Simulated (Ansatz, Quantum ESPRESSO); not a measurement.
**CdF2 (Fm-3m): a worked LO-TO splitting**

How high does the longitudinal optical mode of CdF2 (Fm-3m) lie, given the transverse one, the Born charge and ε∞?

Program: Quantum ESPRESSO 7.5. Level of theory: DFT LDA, scalar-relativistic, plane waves, GBRV ultrasoft pseudopotentials. Results are calculated unless marked as measured.

## 1. Set-up

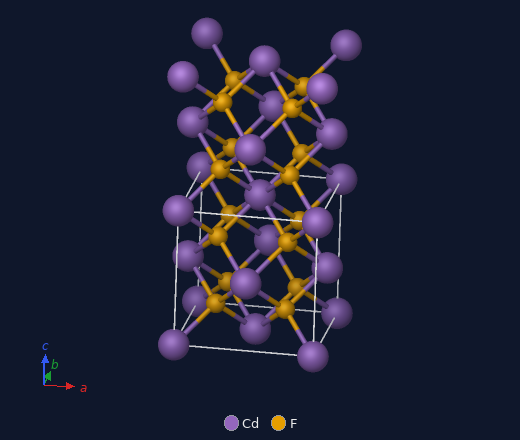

The starting structure, seen slightly off an axis (cadmium purple, fluorine orange). 1×1×2 cells are drawn. This picture shows the conventional cell, with its axes. Some periodic images of atoms are drawn too.

Coordinates:

```cif
data_structure
_symmetry_space_group_name_H-M 'P 1'
_symmetry_Int_Tables_number 1
_cell_length_a 3.7530
_cell_length_b 3.7530
_cell_length_c 3.7530
_cell_angle_alpha 60.000
_cell_angle_beta 60.000
_cell_angle_gamma 60.000
_cell_volume 37.38
loop_
_atom_site_label
_atom_site_type_symbol
_atom_site_fract_x
_atom_site_fract_y
_atom_site_fract_z
_atom_site_occupancy
Cd1 Cd 0.00000 0.00000 0.00000 1
F2 F 0.75000 0.75000 0.75000 1
F3 F 0.25000 0.25000 0.25000 1
```

This is the cell after its relaxation at this level of theory, not the database cell from which that began.

## 2. What the response run gave

A linear-response run on the relaxed cell, with the response to an electric field; only its zone-centre results are used. Cutoff 45 Ry, k mesh 8×8×8.

The log of the run:

```text
[banners, grids, parts of the stress and lines that vanish by symmetry left out]
Program PHONON v.7.5
     Reading xml data from directory:

[...]
Exchange-correlation= PZ
                           (   1   1   0   0   0   0   0)
[...]
kinetic-energy cut-off    =      45.0000  Ry
     charge density cut-off    =     270.0000  Ry
     convergence threshold     =      1.0E-18
[...]
Exchange-correlation= PZ
                           (   1   1   0   0   0   0   0)
[...]
q = (   0.0000000   0.0000000   0.0000000 )
     49 Sym.Ops. (with q -> -q+G )
     G cutoff =  343.9945  (  18883 G-vectors)     FFT grid: ( 40, 40, 40)
     G cutoff =  229.3297  (  10177 G-vectors)  smooth grid: ( 32, 32, 32)
     number of k points=    29
[...]
Mode symmetry, O_h (m-3m)  point group:
[...]
Dielectric constant
[...]
End of electric fields calculation
          Dielectric constant in cartesian axis
          (       2.927309427      -0.000000000       0.000000000 )
          (      -0.000000000       2.927309427      -0.000000000 )
          (       0.000000000      -0.000000000       2.927309427 )
          Effective charges (d Force / dE) in cartesian axis without acoustic sum rule applied (asr)
           atom    1  Cd    Mean Z*:        2.44857
      Ex  (        2.44857        0.00000        0.00000 )
      Ey  (        0.00000        2.44857        0.00000 )
      Ez  (        0.00000        0.00000        2.44857 )
           atom    2  F     Mean Z*:       -1.22381
      Ex  (       -1.22381        0.00000       -0.00000 )
      Ey  (        0.00000       -1.22381       -0.00000 )
      Ez  (       -0.00000       -0.00000       -1.22381 )
           atom    3  F     Mean Z*:       -1.22381
      Ex  (       -1.22381        0.00000        0.00000 )
      Ey  (        0.00000       -1.22381       -0.00000 )
      Ez  (        0.00000       -0.00000       -1.22381 )
          Effective charges Sum: Mean:        0.00094
[...]
Effective charges (d Force / dE) in cartesian axis with asr applied:
           atom    1  Cd    Mean Z*:        2.44825
[...]
atom    2  F     Mean Z*:       -1.22413
[...]
atom    3  F     Mean Z*:       -1.22413
[...]
Representation #   1 modes #   1   2   3
[...]
End of self-consistent calculation
     Convergence has been achieved
     Representation #   2 modes #   4   5   6
[...]
End of self-consistent calculation
     Convergence has been achieved
     Representation #   3 modes #   7   8   9
[...]
End of self-consistent calculation
     Convergence has been achieved
[...]
Dielectric constant in cartesian axis
          (       2.927309427      -0.000000000       0.000000000 )
          (      -0.000000000       2.927309427      -0.000000000 )
          (       0.000000000      -0.000000000       2.927309427 )
          Effective charges (d Force / dE) in cartesian axis without acoustic sum rule applied (asr)
           atom    1  Cd    Mean Z*:        2.44857
      Ex  (        2.44857        0.00000        0.00000 )
      Ey  (        0.00000        2.44857        0.00000 )
      Ez  (        0.00000        0.00000        2.44857 )
           atom    2  F     Mean Z*:       -1.22381
      Ex  (       -1.22381        0.00000       -0.00000 )
      Ey  (        0.00000       -1.22381       -0.00000 )
      Ez  (       -0.00000       -0.00000       -1.22381 )
           atom    3  F     Mean Z*:       -1.22381
      Ex  (       -1.22381        0.00000        0.00000 )
      Ey  (        0.00000       -1.22381       -0.00000 )
      Ez  (        0.00000       -0.00000       -1.22381 )
          Effective charges Sum: Mean:        0.00094
[...]
Effective charges (d Force / dE) in cartesian axis with asr applied:
           atom    1  Cd    Mean Z*:        2.44825
[...]
atom    2  F     Mean Z*:       -1.22413
[...]
atom    3  F     Mean Z*:       -1.22413
[...]
q = (    0.000000000   0.000000000   0.000000000 )
[...]
freq (    1) =      -0.274487 [THz] =      -9.155886 [cm-1]
     freq (    2) =      -0.274487 [THz] =      -9.155886 [cm-1]
     freq (    3) =      -0.274487 [THz] =      -9.155886 [cm-1]
     freq (    4) =       7.178663 [THz] =     239.454431 [cm-1]
     freq (    5) =       7.178663 [THz] =     239.454431 [cm-1]
     freq (    6) =       7.178663 [THz] =     239.454431 [cm-1]
     freq (    7) =       9.531844 [THz] =     317.948106 [cm-1]
     freq (    8) =       9.531844 [THz] =     317.948106 [cm-1]
     freq (    9) =       9.531844 [THz] =     317.948106 [cm-1]
[...]
Mode symmetry, O_h (m-3m)  point group:
     freq (   1-   3) =         -9.2  [cm-1]   --> T_1u G_15  G_4- I
     freq (   4-   6) =        239.5  [cm-1]   --> T_1u G_15  G_4- I
     freq (   7-   9) =        317.9  [cm-1]   --> T_2g G_25' G_5+ R

   JOB DONE.
```

```
                       quantity    value
             cell volume Ω (Å³)   37.377
                 mass of Cd (u)  112.414
                  mass of F (u)   18.998
     Born charge of Cd, raw (e)    2.449
      Born charge of F, raw (e)   -1.224
                             ε∞    2.927
ω(TO) after the sum rule (cm⁻¹)    239.8
```

## 3. The calculation

The charges must sum to zero over the cell; taking off their mean, 0.000 e, leaves Z* = 2.448 e on Cd. In the polar mode Cd moves against the two F, so the reduced mass is μ = 112.41 × 38.00 / 150.41 = 28.398 u.

A longitudinal wave builds up a field that adds to the restoring force: ω(LO)² = ω(TO)² + 4π Z*² / (μ Ω ε∞), in Hartree atomic units. With μ = 51766 electron masses and Ω = 252.24 bohr³ the second term is 1.9706e-06 Ha², or 94924 cm⁻² (1 Ha = 219474.6 cm⁻¹).

So ω(LO) = √(57490 + 94924) = 390.4 cm⁻¹, and by the Lyddane-Sachs-Teller relation ε₀ = ε∞ (ω(LO)/ω(TO))² = 7.76.

## 4. Check against the program

The analysis program adds the same non-analytic term to the full matrix, here for q along (1 0 0).

The log of the run:

```text
[banners, grids, parts of the stress and lines that vanish by symmetry left out]
[banner, memory and clock lines left out]
Program DYNMAT v.7.5

     Reading Dynamical Matrix from file g.dyn
     ...Force constants read
     ...epsilon and Z* read

     Polarizability (A^3 units)
     multiply by 0.608852 for Clausius-Mossotti correction
         5.732594   -0.000000    0.000000
        -0.000000    5.732594   -0.000000
         0.000000   -0.000000    5.732594

     IR activities are in (D/A)^2/amu units

# mode   [cm-1]    [THz]      IR
    1     -0.00   -0.0000    0.0000
    2     -0.00   -0.0000    0.0000
[...]
8    318.24    9.5405    0.0000
    9    390.40   11.7038    4.8696

[end of the log left out, with the tail of the file of modes that dynmat.x writes under the same name]
```

ε₀ comes from the program's run without a direction of q.

```
    quantity  by hand  program
ω(LO) (cm⁻¹)    390.4    390.4
          ε₀     7.76     7.76
```

## 5. Summary of results

| Item | Value |
| --- | --- |
| TO mode | 239.8 cm⁻¹ |
| LO mode | 390.4 cm⁻¹ |
| static dielectric constant | 7.761 |

**Reading.** The LO mode of CdF2 (Fm-3m) lies at 390 cm⁻¹, 151 cm⁻¹ above the TO mode; the formula meets the program within 0.1 cm⁻¹, as it must for a cubic crystal with one polar mode. ω(LO)² − ω(TO)² goes with Z*²/ε∞: an error of 5 % in ε∞ would move the LO mode by 5.8 cm⁻¹, and semilocal functionals tend to overestimate ε∞. These are harmonic values at zero temperature, at the volume of this functional, for the structure held cubic; stability elsewhere in the zone is no part of this calculation.

[Host names and launcher messages were left out of these logs when they were recorded.]

[Logs are printed without paths, hosts, clocks, repeated set-up lines and the standing remarks that a program may print on its own settings, such as how far it seeks lower states.]

[Hosts, paths, dates, database ids (printed as entryN), source tags and the programs' standing remarks are cut or masked in the printed files.]
